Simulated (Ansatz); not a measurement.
# HSE06/def2-SVP (core potential) run of CH6FNSn (SMILES [CH3][SnH]([NH2])[F])

Aim: the vertical ionisation energy of CH6FNSn at HSE06/def2-SVP (core potential), from 2 runs. 

Program for the calculation: Ansatz 0.2.0.

112 further runs of the same task are left out: 112 set aside as unsound or not needed.

### Step 1. The system as given

The species is CH6FNSn (10 atoms), meant as a singlet with charge 0. As SMILES, `[CH3][SnH]([NH2])[F]`. The coordinates come from a PBE0-D4/def2-TZVP relaxation. This is one conformer, not always the lowest.

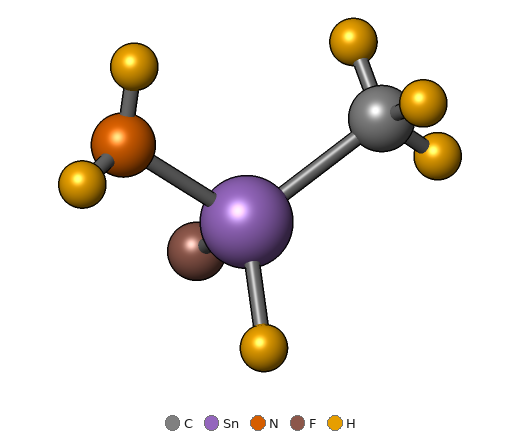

The structure, seen from a chosen angle (carbon grey, tin purple, nitrogen orange, fluorine brown, hydrogen amber).

### Step 2. A single-point energy at HSE06/def2-SVP (core potential)

Contents of run.yaml:

```yaml
basis:
  gaussian:
    orbitals: def2-SVP
crystal:
  periodic: [false, false, false]
  atoms:
    - {symbol: C, position_ang: [-1.023300, 1.186900, 0.305600]}
    - {symbol: Sn, position_ang: [-0.012600, -0.424100, -0.632800]}
    - {symbol: "N", position_ang: [1.522200, -1.085200, 0.465800]}
    - {symbol: F, position_ang: [-1.308600, -1.855400, -0.593400]}
    - {symbol: H, position_ang: [-1.191500, 0.935400, 1.352900]}
    - {symbol: H, position_ang: [-0.432400, 2.100700, 0.242800]}
    - {symbol: H, position_ang: [-1.985300, 1.342500, -0.181300]}
    - {symbol: H, position_ang: [0.413300, -0.329300, -2.280300]}
    - {symbol: H, position_ang: [1.719700, -0.610700, 1.333200]}
    - {symbol: H, position_ang: [2.381600, -1.312000, -0.009700]}
magnetization:
  spin_polarized: false
  initial_magnetization: 0
hamiltonian:
  xc: {name: HSE06}
accuracy: high
output: {orbitals: {seedname: orbitals}}
```

Run with:

```
$ ansatz run run.yaml --threads 1 --pin off --max-ram 3480MiB --events-out events.jsonl --progress --plain --runs-dir runs
```

The log of the run:

```text
Warning: RAYON_NUM_THREADS=1 ignored (pool sized by the plan → 1); use --threads N
Functional definition: HSE06
  name "HSE06"
  parameter a = 0.25
  parameter omega = 0.11/bohr
  exchange = pbe_x - a*pbe_x_sr(omega) + a*exact_x_sr(omega)
  correlation = pbe_c
2383 factors; integrals over basis functions are off by at most 8.1e-9 eV
103 factors; integrals over basis functions are off by at most 1.8e-9 eV
mean field evaluation 1: about -11152.1605 eV, gradient 7.4e1 eV
mean field evaluation 2: about -11131.7232 eV, gradient 1.2e2 eV
mean field evaluation 4: about -11163.3779 eV, gradient 7.6e0 eV
mean field evaluation 8: about -11163.6863 eV, gradient 3.2e-1 eV
mean field evaluation 16: about -11163.6866 eV, gradient 5.7e-5 eV
mean field -11163.68656898 eV, -410.2579143917 hartree, gradient 1.8e-8 eV, S^2 0.000000; 0 other end points of the search recorded, 0 dependent functions left out
reference -11163.68657302 eV, -410.2579145399 hartree; 25, 25 occupied and 73, 73 virtual orbitals, 2383 factors
Total energy: -11163.68657302 eV, -410.2579145399 hartree
```

Wall time 11 s (1 thread of Arm Neoverse V2, shared host); peak memory 0.39 GiB.

### Step 3. The doublet cation at the same level

run.yaml: that of step 2 with these lines changed.

```diff
@@ -1,4 +1 @@
-basis:
-  gaussian:
-    orbitals: def2-SVP
 crystal:
@@ -8,3 +5,3 @@
     - {symbol: Sn, position_ang: [-0.012600, -0.424100, -0.632800]}
-    - {symbol: "N", position_ang: [1.522200, -1.085200, 0.465800]}
+    - {symbol: N, position_ang: [1.522200, -1.085200, 0.465800]}
     - {symbol: F, position_ang: [-1.308600, -1.855400, -0.593400]}
@@ -16,7 +13,7 @@
     - {symbol: H, position_ang: [2.381600, -1.312000, -0.009700]}
-magnetization:
-  spin_polarized: false
-  initial_magnetization: 0
-hamiltonian:
-  xc: {name: HSE06}
+basis:
+  gaussian: {orbitals: def2-SVP}
+total_charge: 1
+magnetization: {spin_polarized: true, initial_magnetization: 1}
+hamiltonian: {xc: hse06}
 accuracy: high
```

Run with:

```
$ ansatz run run.yaml --threads 1 --pin off --max-ram 3480MiB --events-out events.jsonl --progress --plain --runs-dir runs
```

The log of the run, shortened:

```text
Warning: RAYON_NUM_THREADS=1 ignored (pool sized by the plan → 1); use --threads N
[... 6 set-up lines as earlier in the session ...]
2384 factors; integrals over basis functions are off by at most 8.1e-9 eV
103 factors; integrals over basis functions are off by at most 1.8e-9 eV
mean field evaluation 1: about -11129.8516 eV, gradient 7.3e1 eV
mean field evaluation 2: about -11035.1535 eV, gradient 1.5e2 eV
mean field evaluation 4: about -11148.8510 eV, gradient 3.1e1 eV
mean field evaluation 8: about -11153.9664 eV, gradient 3.2e0 eV
mean field evaluation 16: about -11154.1956 eV, gradient 8.3e-3 eV
mean field evaluation 32: about -11154.1956 eV, gradient 1.5e-7 eV
mean field -11154.19555966 eV, -409.9091262322 hartree, gradient 1.3e-8 eV, S^2 0.755659; 3 other end points of the search recorded, 0 dependent functions left out
reference -11154.19556369 eV, -409.9091263804 hartree; 25, 24 occupied and 73, 74 virtual orbitals, 2384 factors
Total energy: -11154.19556369 eV, -409.9091263804 hartree
```

Wall time 24 s (1 thread of Arm Neoverse V2, shared host); peak memory 0.55 GiB.

### Step 4. Results

Level: HSE06/def2-SVP (core potential).

| quantity | value |
| --- | --- |
| singlet CH6FNSn: total energy | -410.25791 Eh |
| singlet CH6FNSn: HOMO energy | -6.78 eV |
| singlet CH6FNSn: LUMO energy | 0.02 eV |
| singlet CH6FNSn: HOMO–LUMO gap | 6.80 eV |
| doublet cation: total energy | -409.90913 Eh |
| doublet cation: HOMO energy (highest over α and β) | -13.38 eV |
| doublet cation: LUMO energy (lowest over α and β) | -12.11 eV |
| doublet cation: ⟨S²⟩ | 0.756 |
| vertical ionisation energy (to the doublet cation) | 9.491 eV |

What this shows: Removing an electron at fixed nuclei costs 9.49 eV (219 kcal/mol). −ε(HOMO) before ionisation, 6.78 eV, is 2.71 eV below this ionisation energy.
